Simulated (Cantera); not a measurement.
Feed: 1 mol Cu, 0.73 mol F2, 0.44 mol N2, held at 13.3 mbar.

These are equilibrium values from Cantera (NASA tables, ideal gas, pure condensed phases), not measurements of a reactor. Candidate condensed phases: Cu, CuF2; 11 gas species. Mutual solubility and eutectic melting of coexisting phases are not modelled. The numbers say what is thermodynamically allowed, not how fast it happens.

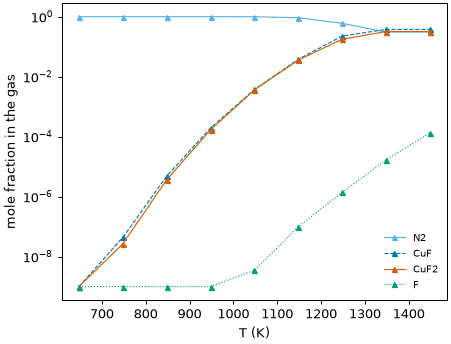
Equilibrium gas composition (values under 1e-9 drawn at 1e-9)

From 648 K to 1048 K the condensed part is Cu(s) + CuF2(s). From 1148 K to 1248 K the condensed part is Cu(s) + CuF2(l). From 1348 K to 1448 K nothing is condensed.
